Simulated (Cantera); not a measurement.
A closed system holds: 1 mol Cr, 0.86 mol N₂, 180 mol H₂, held at 900 Torr.

Equilibrium computed with Cantera from the NASA thermochemical tables; the gas is ideal and each condensed phase is pure. Candidate condensed phases: Cr, CrN, Cr₂N; 11 gas species. Kinetics and transport are ignored.

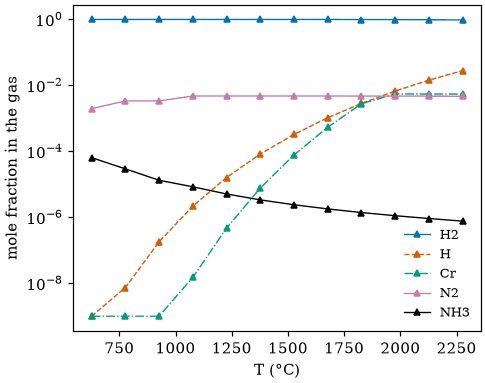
Fig. 1. Equilibrium gas composition (values under 1e-9 drawn at 1e-9)

### Question
Read off the mole fractions at 1977 °C.

### Answer
H₂ about 0.98, H about 0.0067, Cr about 0.0055, N₂ about 0.0047, NH₃ about 1.1e-6.
